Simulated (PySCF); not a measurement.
Molecule: MoF₆, singlet.

```xyz
7

Mo     0.0000     0.0000     0.0000
F      1.8168     0.0000     0.0000
F      0.0000     0.0000    -1.8168
F      0.0000     1.8168     0.0000
F      0.0000    -1.8168     0.0000
F     -1.8168     0.0000     0.0000
F      0.0000     0.0000     1.8168
```

Unscaled harmonic wavenumbers and double-harmonic intensities, PBE0/def2-SVP (ECP) in PySCF 2.14.0, isolated molecule. The structure is the lowest point that the starts tried gave, with the shape that electron-pair counting expects. Degenerate modes count as one line, with their intensities summed. Lorentzian lines of 4 cm⁻¹ full width. Close modes add up in the curve.

Which lines are the most intense, and is the structure a minimum?

Answer. The most intense lines (point group Oh) lie at 768.8 cm⁻¹ (956.7 km/mol, t1u) and 256.0 cm⁻¹ (101.6 km/mol, t1u). It has no imaginary mode, so it is a minimum.

| cm⁻¹ | km/mol | symmetry |
| --- | --- | --- |
| 123.1 | 0.0 | t2u (×3) |
| 256.0 | 101.6 | t1u (×3) |
| 312.3 | 0.0 | t2g (×3) |
| 676.0 | 0.0 | eg (×2) |
| 761.3 | 0.0 | a1g |
| 768.8 | 956.7 | t1u (×3) |

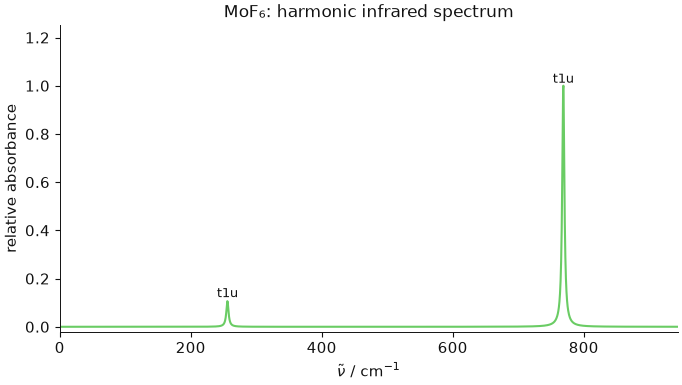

Note: closed-shell stability not tested; double-zeta basis on some or all atoms.
